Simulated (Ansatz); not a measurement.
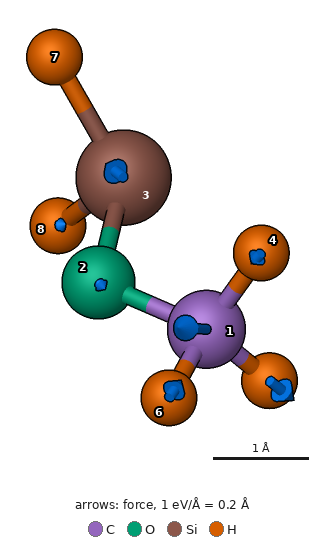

Starting geometry of CH$_{5}$OSi (multiplicity 2) with the computed forces as blue arrows. A ball-and-stick model, seen from a free direction.

The run prepares an end point of a later path (inversion) calculation, from a guessed geometry.

Method: UKS B3LYP/def2-SVPD in Ansatz.

Input
```yaml
crystal:
  periodic: [false, false, false]
  atoms:
    - { symbol: C, position_ang: [-0.299, 0.8959, 0.3206] }
    - { symbol: O, position_ang: [-0.9386, -0.3334, 0.0782] }
    - { symbol: Si, position_ang: [0.0143, -1.5735, -0.4422] }
    - { symbol: H, position_ang: [0.1688, 1.3568, -0.6123] }
    - { symbol: H, position_ang: [0.4075, 0.8859, 1.0861] }
    - { symbol: H, position_ang: [-1.1368, 1.6422, 0.632] }
    - { symbol: H, position_ang: [-0.478, -2.0656, -1.766] }
    - { symbol: H, position_ang: [-0.20842, -2.77108, 0.49698] }
magnetization:
  spin_polarized: true
  initial_magnetization: 1
basis:
  gaussian: { orbitals: def2-SVPD }
hamiltonian:
  xc: b3lyp
relax:
  f_tol: 0.015
  max_steps: 40
output:
  orbitals: {}
```

Command:
```bash
ansatz run input.yaml --threads 2 --pin off --max-ram 3072MiB --backend cpu --events-out ev --progress --plain --runs-dir out
```

> What follows when this structure is relaxed?

It isn't relaxed: the largest force vector, on C1, is 4.53 eV/Å. The final displacements have little in common with the starting forces (cosine between the two patterns 0.07). The atom that moves furthest after the best rigid fit is H7 (0.70 Å). By element the largest moves are H 0.70 Å, O 0.60 Å, Si 0.32 Å, C 0.05 Å. Near-neighbour distances that change, for instance: C1–H6 1.164 → 1.099 Å, C1–H5 1.042 → 1.103 Å, Si3–H8 1.538 → 1.493 Å, C1–H4 1.141 → 1.104 Å. Bond angles that change, for instance: C1–O2–Si3 116.7° → 126.0°, H7–Si3–H8 103.7° → 111.2°, O2–C1–H5 115.3° → 110.9°. Groups turn about O2–Si3 by about 70°. After 15 accepted moves (17 points after the start) the energy has fallen by 9.14 kcal/mol. The largest force component goes from 3 to 0.01 eV/Å. The line search rejected the trial steps at points 6, 11 of the run.
